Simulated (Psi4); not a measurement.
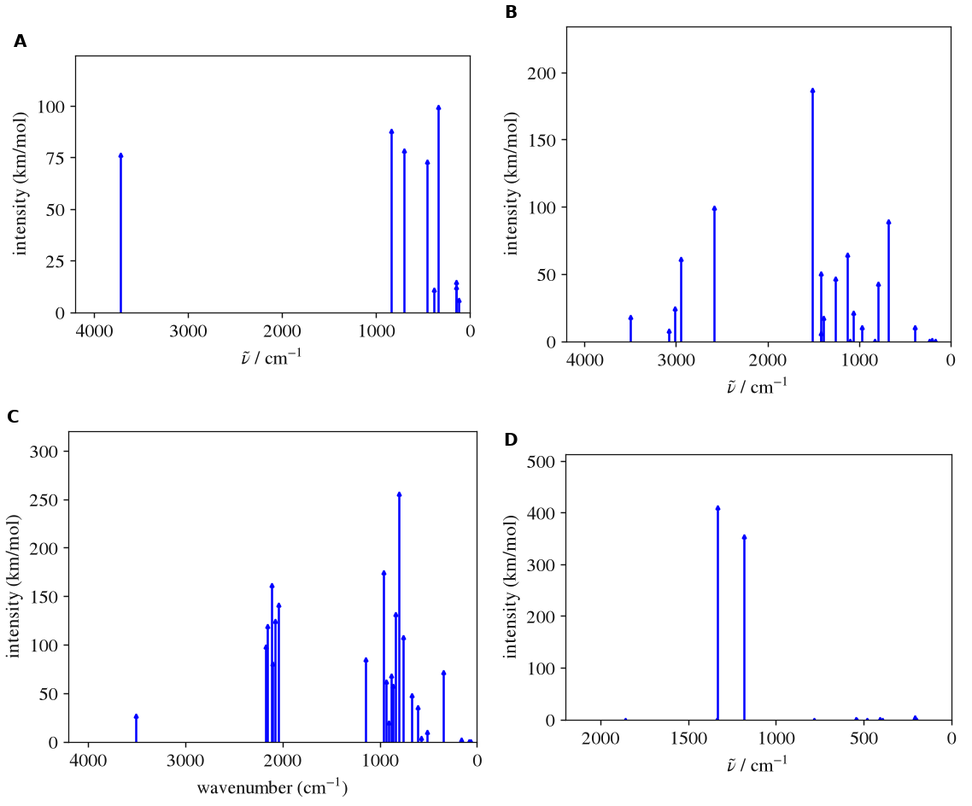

Unscaled harmonic wavenumbers and double-harmonic intensities, PBE/def2-SVP (dispersion D3(BJ)), Psi4, at a geometry relaxed at this level, isolated molecule. Modes within 2 cm⁻¹ of each other count as one line, with their intensities summed.

### Which panel belongs to which molecule?
1. CH₅BClN, SMILES CNBCl
2. C₂F₄, SMILES FC(F)=C(F)F
3. GeSiNH₇, SMILES [SiH3][NH][GeH3], singlet
4. GaHOCl₂, SMILES [OH][Ga]([Cl])[Cl], singlet

A: 4 (most intense lines at 342.9, 840.2 and 700.0 cm⁻¹)
B: 1 (most intense lines at 1512.5, 2580.5 and 674.8 cm⁻¹)
C: 3 (most intense lines at 806.7, 958.9 and 2114.4 cm⁻¹)
D: 2 (most intense lines at 1331.1 and 1181.6 cm⁻¹)

Caveats, for all or some of the runs: double-zeta basis; one conformer of a flexible molecule.
